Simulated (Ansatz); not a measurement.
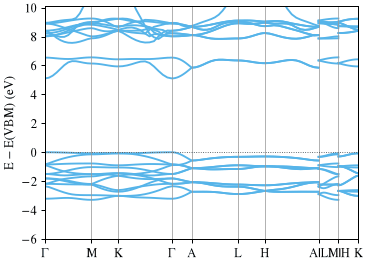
Fig. 1. Band structure from plane-wave PAW PBE (Ansatz code)

Read off the gap and where the band edges lie.

About 5.1 eV (5.11 eV by a search for the band edges); maximum at Γ, minimum at Γ.

Which compound is it?
(A) C, P6_3/mmc (C on 4e, C on 4f)
(B) CaF2, P6_3/mmc (Ca on 2c, F on 4f)
(C) BeS, wurtzite
(D) AlN, wurtzite

B, CaF2, P6_3/mmc (Ca on 2c, F on 4f)

The start of the workflow was typed in or built on a structure type; neither database checked (COD, Materials Project) lists it. It is not the phase usual at ambient conditions (space group No. 225). The cell was relaxed with PBE under the symmetry of its start; its stability against distortions is not shown here.

Potentials: the earlier of the program's two PAW sets.
